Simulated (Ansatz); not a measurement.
System: cubic perovskite KTaO3. Method: r²SCAN+rVV10 (Ansatz, a program for electronic structure, PAW).

Numerical settings: plane-wave cutoff 560 eV, 8×8×8 k mesh, Fermi–Dirac smearing 0.01 eV, scalar-relativistic PAW data made under PBE.

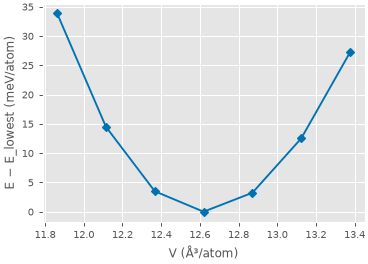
Total energy against volume

From the curve, estimate the equilibrium volume and the bulk modulus.

V0 ≈ 12.6 Å³/atom and B0 ≈ 210 GPa; the fit gives V0 = 12.620 Å³/atom, B0 = 213 GPa, B′ = 4.4.

Measured, for comparison: bulk modulus 220 GPa (temperature not stated, not corrected to a static lattice; as tabulated in Tinte et al. (1998), arXiv:cond-mat/9809379). Computed (rounded) less measured: bulk modulus -3 %.

Spin–orbit coupling is not included.

Static lattice: no zero-point or thermal effects.

The result took about 90 core-seconds (a rough figure).
